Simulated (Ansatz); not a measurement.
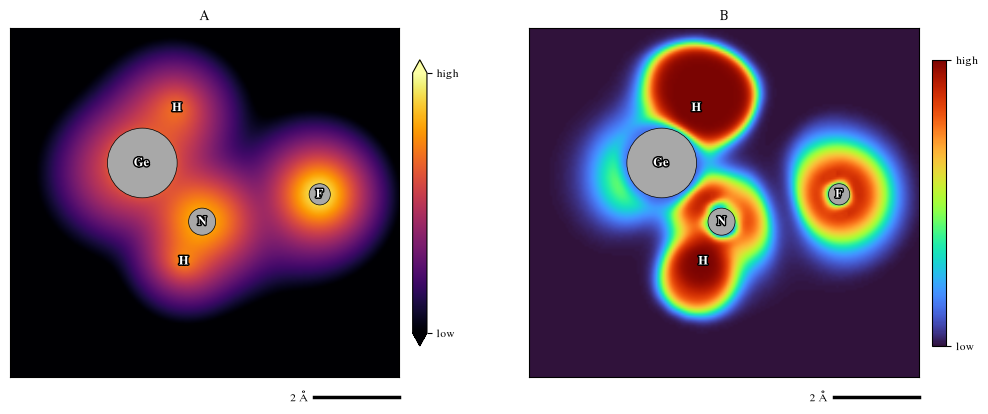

FGeH5NSn (charge +1): 2 fields on the plane of atoms Ge2, N3 and H6, with unlabelled colour scales. Grey discs cover the atomic cores.

Geometry: PBE-D3(BJ)/def2-SVP; core potentials replace the inner electrons of Sn.

The calculation used Ansatz, isolated molecule in a Gaussian basis; Kohn-Sham density functional theory, functional PBE0.

> Match the panels to the quantities (electron density and electron localisation function).

Panel A: electron density. Panel B: electron localisation function. From the grid: Ge–N (1.97 Å): ρ at the midpoint is about 0.74 e/Å³; the ELF peaks at about 0.90 in the valence shell of N, 0.7 Å from its nucleus, and is about 0.55 at the midpoint. N–H (1.03 Å): the density is about 2.8 e/Å³ at the midpoint; the ELF climbs to about 1 towards the hydrogen, as it does in any bond to H (a covalent bond by its length).
